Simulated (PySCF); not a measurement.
```xyz
17

Si    3.4581   -0.2661   -1.1066
S     1.5080    0.5817   -1.3470
Si    0.4163   -0.4670    0.1643
N    -1.2117    0.1036    0.1769
Si   -2.4811   -1.0589    0.4654
Si   -1.5188    1.8266    0.2911
H     3.3679   -1.7187   -1.2023
H     4.2144    0.3204   -2.1984
H     3.9798    0.1128    0.2023
H     0.4328   -1.8831   -0.1796
H     1.0822   -0.2329    1.4466
H    -2.4548   -1.4575    1.8769
H    -3.7445   -0.4168    0.1231
H    -2.2259   -2.2214   -0.3826
H    -1.3638    2.2332    1.6934
H    -2.8949    2.0262   -0.1535
H    -0.5710    2.5300   -0.5605
```

Geometry: GFN2-xTB.

Level of theory: PBE0/pcSseg-1, SCF density, gas phase, non-relativistic (PySCF 2.14.0).

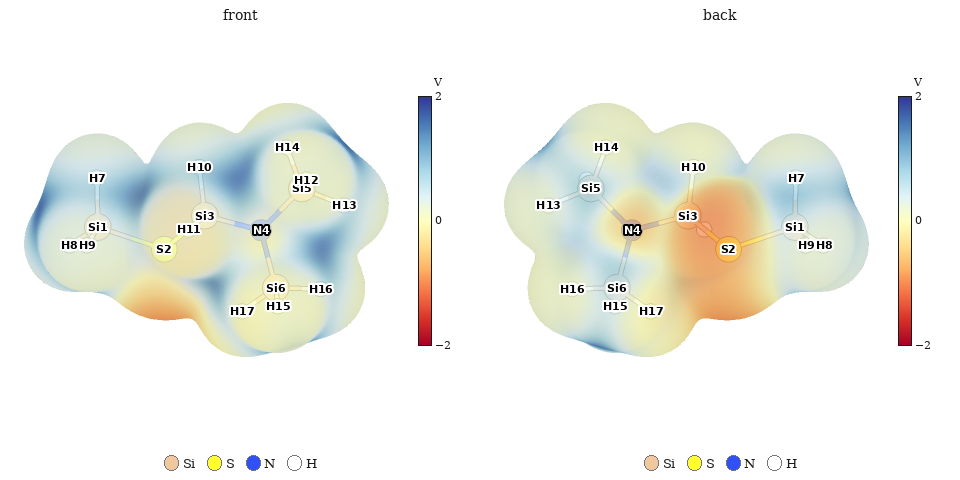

H$_{11}$NSSi$_{4}$. The molecular electrostatic potential painted on the density surface at 0.002 e/bohr³, seen from the front and from behind; red is negative and blue positive.

Question: Where is the surface potential most negative and most positive?

Answer: The most negative region (about −1.0 V) lies over S2, the most positive (about +1.6 V) over Si1, Si3, Si5 and Si6.

Question: How polar is the molecule by this calculation?

Answer: Its dipole moment is 1.12 D.
